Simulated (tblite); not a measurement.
C$_{6}$H$_{10}$GeNP: geometry relaxation

C$_{6}$H$_{10}$GeNP, computed with GFN2-xTB geometry optimisation, gas phase (tblite 0.8.0).

It belongs to a series of runs on one base structure; here: H on C replaced by 2-pyridyl.

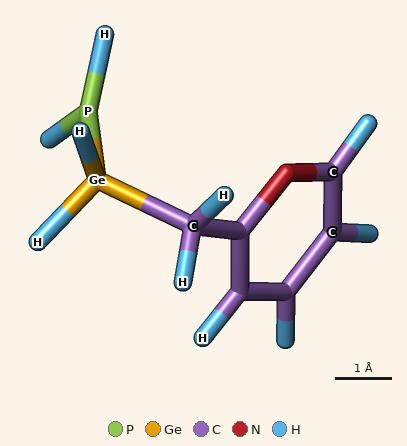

Fig. 1: The starting structure (stick view, seen at a tilt). Sticks mark near contacts. Bond lengths as drawn: C–C 1.37 to 1.49 Å, C–Ge 1.94 Å, C–H 1.08 to 1.12 Å, C–N 1.35 to 1.36 Å, Ge–H 1.55 to 1.59 Å, Ge–P 2.19 Å and H–P 1.42 Å.

Key numbers

| quantity | value |
| --- | --- |
| outcome | converged |
| total energy | −688.5477 eV |
| hardware | 1 CPU thread, shared host |
| wall time | 1.2 s |
| peak memory | 0.18 GiB |

Input
```
{"job": {"kind": "relax", "xc": "GFN2-xTB", "basis": "xTB"}, "charge": 0, "multiplicity": 1}
P     -2.624600     1.105300    -0.245500
Ge    -2.276700    -1.043100     0.017500
C     -0.496700    -1.584500     0.562000
C      0.540600    -0.556300     0.278900
C      1.248000    -0.511000    -0.892200
C      2.198000     0.470900    -1.063100
C      2.420400     1.367800    -0.037700
C      1.713000     1.302500     1.147100
N      0.783600     0.329900     1.284100
H     -3.058900     1.897400     0.846100
H     -2.721400     1.635100    -1.557000
H     -2.639300    -1.829200    -1.264200
H     -3.244000    -1.616000     1.136700
H     -0.448700    -1.816900     1.638600
H     -0.239100    -2.532100     0.030700
H      1.052100    -1.229700    -1.682200
H      2.753000     0.505500    -1.996300
H      3.184600     2.131000    -0.188500
H      1.846500     1.982500     1.977400
```

The first line tells a small driver script what to run in tblite; the rest is the geometry in Å.

Run as:
```bash
OMP_NUM_THREADS=1 python <driver script> task.json out
```

The program's output
```
step      E/eV     max force
  0    -686.63075    2.298
  1    -686.86151    1.190
  2    -686.98471    1.522
  3    -687.13106    2.396
  4    -687.43721    3.473
  5    -687.66746    3.302
  6    -688.04880    0.914
  7    -688.12316    0.771
  8    -688.17017    0.552
  9    -688.20574    0.446
 10    -688.23402    0.366
 11    -688.25154    0.472
 12    -688.26964    0.452
 13    -688.28447    0.355
 14    -688.29431    0.264
 15    -688.30165    0.266
 16    -688.30857    0.228
 17    -688.31421    0.155
 18    -688.31857    0.192
 19    -688.32249    0.206
 20    -688.32603    0.145
 21    -688.32847    0.126
 22    -688.33023    0.089
 23    -688.33150    0.096
 24    -688.33235    0.080
 25    -688.33292    0.048
 26    -688.33336    0.051
 27    -688.33384    0.088
 28    -688.33444    0.098
 29    -688.33504    0.073
 30    -688.33556    0.070
 31    -688.33604    0.055
 32    -688.33657    0.056
 33    -688.33714    0.062
 34    -688.33767    0.056
 35    -688.33809    0.057
 36    -688.33848    0.057
 37    -688.33891    0.054
 38    -688.33941    0.046
 39    -688.34001    0.056
 40    -688.34070    0.069
 41    -688.34147    0.069
 42    -688.34228    0.070
 43    -688.34309    0.072
 44    -688.34393    0.065
 45    -688.34482    0.073
 46    -688.34577    0.086
 47    -688.34684    0.088
 48    -688.34820    0.088
 49    -688.34993    0.113
 50    -688.35186    0.102
 51    -688.35373    0.092
 52    -688.35554    0.104
 53    -688.35793    0.146
 54    -688.36133    0.195
 55    -688.35770    0.444
 56    -688.36669    0.144
 57    -688.36856    0.102
 58    -688.37182    0.191
 59    -688.37423    0.141
 60    -688.37775    0.126
 61    -688.38572    0.146
 62    -688.38896    0.273
 63    -688.39284    0.145
 64    -688.39780    0.152
 65    -688.41477    0.270
 66    -688.42154    0.149
 67    -688.42531    0.162
 68    -688.42926    0.141
 69    -688.43181    0.110
 70    -688.43355    0.085
 71    -688.43478    0.084
 72    -688.43570    0.063
 73    -688.43637    0.059
 74    -688.43695    0.046
 75    -688.43731    0.040
 76    -688.43761    0.046
 77    -688.43800    0.046
 78    -688.43863    0.057
 79    -688.43950    0.079
 80    -688.44045    0.081
 81    -688.44142    0.072
 82    -688.44250    0.081
 83    -688.44375    0.089
 84    -688.44517    0.110
 85    -688.44671    0.102
 86    -688.44844    0.110
 87    -688.45058    0.104
 88    -688.45349    0.142
 89    -688.45744    0.191
 90    -688.46289    0.211
 91    -688.46945    0.287
 92    -688.47670    0.352
 93    -688.48288    0.276
 94    -688.49251    0.205
 95    -688.50134    0.173
 96    -688.50708    0.205
 97    -688.51266    0.165
 98    -688.51799    0.208
 99    -688.52370    0.184
100    -688.52844    0.129
101    -688.53117    0.124
102    -688.53269    0.115
103    -688.53385    0.074
104    -688.53566    0.082
105    -688.53758    0.093
106    -688.53925    0.097
107    -688.54046    0.077
108    -688.54129    0.077
109    -688.54201    0.056
110    -688.54270    0.070
111    -688.54332    0.071
112    -688.54385    0.047
113    -688.54435    0.056
114    -688.54486    0.070
115    -688.54534    0.057
116    -688.54576    0.042
117    -688.54606    0.047
118    -688.54628    0.027
119    -688.54646    0.032
120    -688.54665    0.027
121    -688.54684    0.033
122    -688.54702    0.029
123    -688.54718    0.032
124    -688.54728    0.025
125    -688.54737    0.020
126    -688.54746    0.020
127    -688.54754    0.024
128    -688.54761    0.024
129    -688.54765    0.015
130    -688.54768    0.013
131    -688.54769    0.010
```

Trajectory as extended XYZ (Å, eV, eV/Å), 6 of the 132 frames kept, from step=0 to step=131
```
19
Properties=species:S:1:pos:R:3:forces:R:3 step=0 energy=-686.63075
P    -2.6246    1.1053   -0.2455    0.5850   1.5310  -0.1440
Ge   -2.2767   -1.0431    0.0175   -1.5580  -0.9900   0.2940
C    -0.4967   -1.5845    0.5620    1.3340  -0.8100   0.2940
C     0.5406   -0.5563    0.2789    0.2570   0.9330   1.8930
C     1.2480   -0.5110   -0.8922    0.0450  -0.2600  -0.8860
C     2.1980    0.4709   -1.0631    0.0720  -0.0960  -0.2220
C     2.4204    1.3678   -0.0377    0.9470   0.9500  -0.1270
C     1.7130    1.3025    1.1471   -1.2720  -1.7770  -0.7120
N     0.7836    0.3299    1.2841    0.1810   0.1750  -0.4100
H    -3.0589    1.8974    0.8461    0.0070  -0.6660  -1.1720
H    -2.7214    1.6351   -1.5570   -0.3570  -0.3710   1.2160
H    -2.6393   -1.8292   -1.2642    0.0600   0.3440   0.1940
H    -3.2440   -1.6160    1.1367    0.3210   0.2930  -0.5190
H    -0.4487   -1.8169    1.6386   -0.2180   0.1900  -0.3220
H    -0.2391   -2.5321    0.0307   -0.1570   0.6060   0.2450
H     1.0521   -1.2297   -1.6822   -0.0150   0.0420   0.0980
H     2.7530    0.5055   -1.9963    0.0000   0.1590   0.2410
H     3.1846    2.1310   -0.1885   -0.1830  -0.0900   0.1500
H     1.8465    1.9825    1.9774   -0.0490  -0.1620  -0.1090
19
Properties=species:S:1:pos:R:3:forces:R:3 step=26 energy=-688.33336
P    -2.1174    1.3484   -0.2117   -0.0150   0.0200  -0.0120
Ge   -2.2517   -0.9365    0.0430    0.0280   0.0270  -0.0330
C    -0.4557   -1.6244    0.5863    0.0160  -0.0340   0.0170
C     0.5682   -0.5846    0.3140   -0.0190   0.0100   0.0000
C     1.2502   -0.5194   -0.8992    0.0190  -0.0170   0.0080
C     2.1973    0.4709   -1.0807    0.0190  -0.0030   0.0030
C     2.4288    1.3736   -0.0533   -0.0250   0.0220  -0.0010
C     1.6618    1.2602    1.0944   -0.0010  -0.0280   0.0040
N     0.7576    0.3139    1.2755   -0.0170  -0.0080   0.0200
H    -3.1772    1.5850    0.6524    0.0100   0.0220  -0.0020
H    -2.9622    1.3328   -1.3156   -0.0230   0.0260   0.0200
H    -2.6556   -1.6141   -1.2598    0.0170   0.0050   0.0330
H    -3.2876   -1.4196    1.0409   -0.0080  -0.0100  -0.0150
H    -0.4787   -1.8264    1.6550    0.0010  -0.0040   0.0370
H    -0.2298   -2.5477    0.0577    0.0100  -0.0220  -0.0290
H     1.0388   -1.2428   -1.6735    0.0130  -0.0100  -0.0080
H     2.7518    0.5371   -2.0062   -0.0040   0.0000  -0.0050
H     3.1720    2.1501   -0.1456   -0.0080   0.0060  -0.0160
H     1.7796    1.9527    1.9190   -0.0150  -0.0020  -0.0220
19
Properties=species:S:1:pos:R:3:forces:R:3 step=52 energy=-688.35554
P    -2.0700    1.3819   -0.2622   -0.0540   0.0580  -0.0150
Ge   -2.2155   -0.8958    0.0090    0.0300  -0.0190  -0.0690
C    -0.4596   -1.6591    0.5876    0.0300  -0.0410  -0.0150
C     0.5870   -0.6395    0.3329   -0.0300   0.0380  -0.0170
C     1.3315   -0.6214   -0.8462   -0.0140   0.0420  -0.0100
C     2.2051    0.4272   -1.0658   -0.0350   0.0490  -0.0070
C     2.3308    1.4093   -0.0944    0.0910  -0.0330   0.0390
C     1.5789    1.2823    1.0616   -0.0450   0.0340  -0.0480
N     0.7088    0.3072    1.2593    0.0430  -0.0170   0.0180
H    -2.8899    1.6702    0.8220    0.0500  -0.0190  -0.0230
H    -3.1505    1.3934   -1.1448    0.0410   0.0130   0.0850
H    -2.5399   -1.5118   -1.3421   -0.0290  -0.0240   0.0050
H    -3.3085   -1.4110    0.9259   -0.0270  -0.0100  -0.0040
H    -0.5147   -1.8881    1.6502    0.0510   0.0350   0.0030
H    -0.2493   -2.5712    0.0347   -0.0280  -0.0690   0.0010
H     1.2132   -1.4009   -1.5861   -0.0390  -0.0210   0.0630
H     2.7693    0.4872   -1.9864    0.0070  -0.0110   0.0250
H     2.9965    2.2473   -0.2296    0.0210  -0.0100   0.0070
H     1.6671    2.0019    1.8669   -0.0640   0.0040  -0.0360
19
Properties=species:S:1:pos:R:3:forces:R:3 step=79 energy=-688.43950
P    -1.9631    1.3523   -0.2769   -0.0160   0.0460   0.0230
Ge   -2.2235   -0.9196   -0.1411    0.0020  -0.0530  -0.0380
C    -0.5018   -1.6786    0.5466   -0.0380   0.0250   0.0020
C     0.5183   -0.6359    0.2827    0.0270  -0.0090   0.0250
C     1.4020   -0.7026   -0.7904    0.0150  -0.0110   0.0040
C     2.2728    0.3494   -1.0052    0.0020   0.0150  -0.0030
C     2.2453    1.4337   -0.1399    0.0180  -0.0210   0.0070
C     1.3170    1.4191    0.8869    0.0520  -0.0460   0.0370
N     0.4719    0.4227    1.0904   -0.0390   0.0200  -0.0400
H    -2.0273    1.5277    1.0910   -0.0170   0.0040   0.0270
H    -3.3245    1.5810   -0.4353   -0.0230  -0.0060  -0.0110
H    -2.4643   -1.4900   -1.5296   -0.0030   0.0200   0.0170
H    -3.3841   -1.4622    0.6759   -0.0080  -0.0100   0.0100
H    -0.6056   -1.8313    1.6191    0.0220   0.0020   0.0180
H    -0.2554   -2.6255    0.0721    0.0040   0.0200  -0.0240
H     1.3926   -1.5636   -1.4424    0.0100  -0.0080  -0.0050
H     2.9575    0.3264   -1.8409    0.0240   0.0080   0.0130
H     2.9170    2.2691   -0.2638   -0.0150  -0.0110  -0.0190
H     1.2453    2.2372    1.5934   -0.0170   0.0150  -0.0410
19
Properties=species:S:1:pos:R:3:forces:R:3 step=105 energy=-688.53758
P    -2.2040    1.4162    0.2491   -0.0530   0.0470   0.0080
Ge   -2.3152   -0.8258   -0.1662   -0.0050  -0.0660   0.0530
C    -0.5488   -1.5934    0.3638    0.0210   0.0030  -0.0120
C     0.4900   -0.5698    0.0908    0.0660  -0.0140   0.0270
C     1.6253   -0.8279   -0.6753   -0.0290   0.0480   0.0070
C     2.5706    0.1694   -0.8340   -0.0230   0.0000   0.0900
C     2.3628    1.3936   -0.2138    0.0050  -0.0190  -0.0330
C     1.1766    1.5789    0.4741    0.0200   0.0360   0.0530
N     0.2681    0.6308    0.6246    0.0130  -0.0050  -0.0520
H    -2.2655    1.2543    1.6248    0.0020  -0.0280  -0.0490
H    -3.5960    1.5564    0.1525    0.0470   0.0220   0.0310
H    -2.5348   -1.1154   -1.6397    0.0000   0.0020   0.0100
H    -3.3899   -1.6517    0.5282    0.0040   0.0180  -0.0310
H    -0.5833   -1.7846    1.4377   -0.0250   0.0330   0.0070
H    -0.3224   -2.5335   -0.1337    0.0000  -0.0040  -0.0490
H     1.7615   -1.7963   -1.1317   -0.0120  -0.0250  -0.0050
H     3.4587   -0.0081   -1.4215    0.0350  -0.0060   0.0010
H     3.0960    2.1836   -0.2668   -0.0380  -0.0030  -0.0690
H     0.9407    2.5326    0.9296   -0.0280  -0.0390   0.0150
19
Properties=species:S:1:pos:R:3:forces:R:3 step=131 energy=-688.54769
P    -2.2346    1.4272    0.3450   -0.0010   0.0000   0.0020
Ge   -2.3263   -0.7936   -0.1910   -0.0010   0.0060   0.0010
C    -0.5641   -1.5860    0.3189    0.0000   0.0000   0.0040
C     0.4940   -0.5732    0.0756   -0.0020   0.0040   0.0090
C     1.6770   -0.8617   -0.6002    0.0020   0.0010  -0.0020
C     2.6157    0.1397   -0.7686    0.0000   0.0040   0.0010
C     2.3489    1.4031   -0.2616   -0.0020   0.0020   0.0000
C     1.1382    1.6038    0.3775   -0.0020   0.0000   0.0000
N     0.2411    0.6478    0.5415   -0.0010  -0.0030  -0.0050
H    -2.1895    1.1646    1.7039    0.0030  -0.0020  -0.0040
H    -3.6290    1.5569    0.3722   -0.0020  -0.0020  -0.0030
H    -2.5244   -1.0142   -1.6790    0.0030   0.0050   0.0010
H    -3.4107   -1.6536    0.4391    0.0000  -0.0070  -0.0010
H    -0.6074   -1.8015    1.3883    0.0010  -0.0020   0.0030
H    -0.3484   -2.5160   -0.2034    0.0010   0.0020  -0.0020
H     1.8520   -1.8562   -0.9825   -0.0030  -0.0060  -0.0020
H     3.5419   -0.0604   -1.2880    0.0000   0.0000  -0.0010
H     3.0550    2.2113   -0.3693    0.0030  -0.0070  -0.0030
H     0.8607    2.5714    0.7740    0.0010   0.0040   0.0040
```

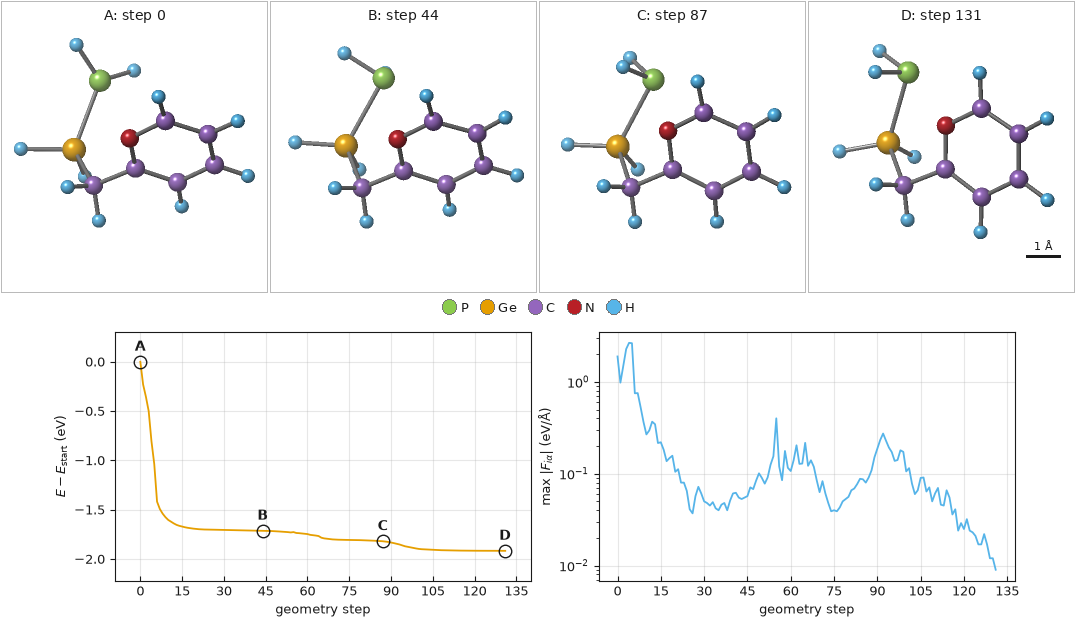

Fig. 2: Frames of the relaxation (ball-and-stick view, seen at a tilt) above the curves, on which the letters mark them (steps are counted from 0).

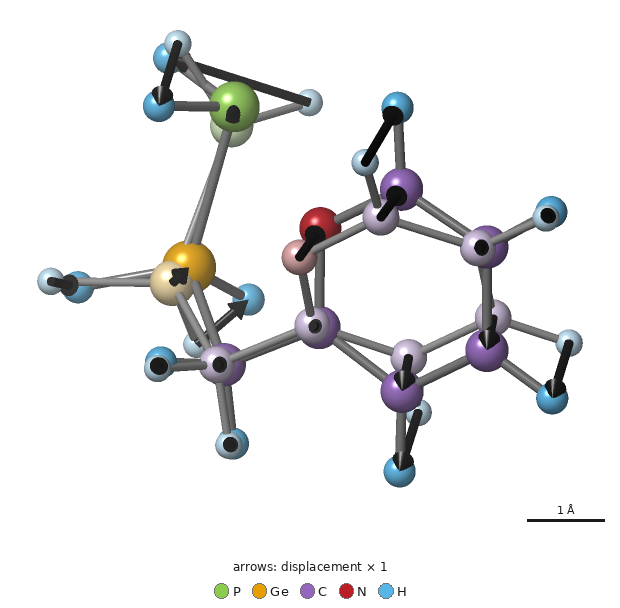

Fig. 3: Start (faint) and end (solid) with the displacements as black arrows, at true length (ball-and-stick view, seen at a tilt). The two geometries are laid on each other by the best rigid fit. The largest move after the best rigid fit is that of H11, 2.04 Å. Largest moves by element: H 2.04 Å, C 1.03 Å, N 0.99 Å, P 0.72 Å, Ge 0.34 Å. Among the contacts that change: P1–Ge2 2.192 → 2.286 Å, Ge2–H13 1.586 → 1.521 Å, Ge2–C3 1.939 → 1.998 Å, P1–H10 1.417 → 1.385 Å. Among the angles that change: Ge2–P1–H10 120.3° → 92.7°, H10–P1–H11 118.9° → 91.8°, Ge2–P1–H11 119.2° → 93.1°. The energy falls by 1.917 eV in 131 geometry steps. The largest force component goes from 1.9 to 0.009 eV/Å. (Atoms are counted from 1 in the order of the input.)
